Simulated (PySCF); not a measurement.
## Electronic structure of C5H11ClSSi in real space

The calculation's input:

```
{"job": {"kind": "nmr", "xc": "PBE0", "basis": "pcSseg-1"}, "charge": 0, "multiplicity": 1}
C      2.577375     0.133230     0.106628
C      1.278901    -0.281340     0.699537
S      1.038472    -1.793680     1.244503
C      0.203814     0.751527     0.782750
C     -1.011329     0.399246    -0.084059
C     -0.637398     0.347479    -1.551860
Si    -2.004677    -1.155348     0.484168
Cl    -2.165353     1.776907     0.136224
H      3.270715    -0.702322     0.061961
H      2.420197     0.532422    -0.896011
H      3.018122     0.931416     0.705743
H     -0.133677     0.829527     1.820001
H      0.595724     1.726118     0.476480
H     -0.150096     1.268704    -1.872923
H      0.038533    -0.489408    -1.723268
H     -1.524417     0.199993    -2.163372
H     -2.016167    -1.155895     1.940320
H     -3.349814    -0.944960    -0.052658
H     -1.458727    -2.364367    -0.121626
```

Command:

```sh
OMP_NUM_THREADS=1 python probes_run.py task.json out
```

Geometry: GFN2-xTB.

Level of theory: PBE0/pcSseg-1, SCF density, gas phase, non-relativistic (PySCF 2.14.0).

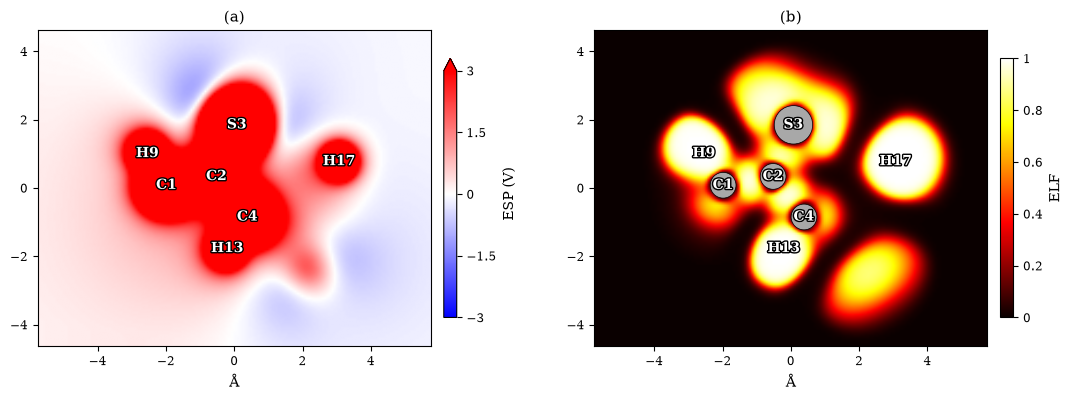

Figure 1. (a) molecular electrostatic potential; (b) electron localisation function on the plane of atoms C2, C1 and H9. Grey discs cover the atomic cores in the ELF map.

Question: What do the fields say about this system?

Answer:
- Atoms in the plane: C, S and H.
- C–C (1.49 Å): the ELF peaks at about 0.95 between the atoms: a covalent bond.
- C–S (1.63 Å): the ELF peaks at about 0.90 between the atoms, as expected for localised, covalent bonding.
- C–H (1.09 Å): the ELF climbs to about 1 towards the hydrogen, as it does in any bond to H: an ordinary covalent bond to hydrogen.
- The ELF also peaks beside Cl8 and S3, away from the bonds: lone-pair regions.
- Outside the dense part of the molecule the potential is most negative (−1.0 V) near S3.

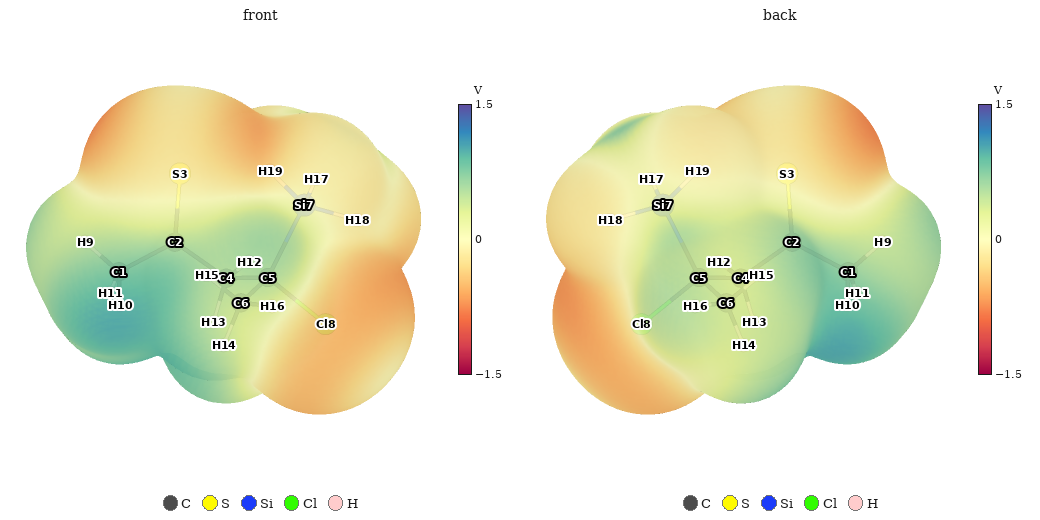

Figure 2. The electrostatic potential painted on the density surface at 0.001 e/bohr³, seen from the front and from behind; the colour scale runs from red (negative) to blue (positive).

Question: Which sites attract a positive test charge, and which a negative one?

Answer: A positive charge is drawn to the negative regions and a negative charge to the positive ones. The most negative region (about −0.7 V) lies over S3 and Cl8, the most positive (about +1.0 V) over H10 and H11.

Question: How polar is the molecule by this calculation?

Answer: Its dipole moment is 2.64 D.
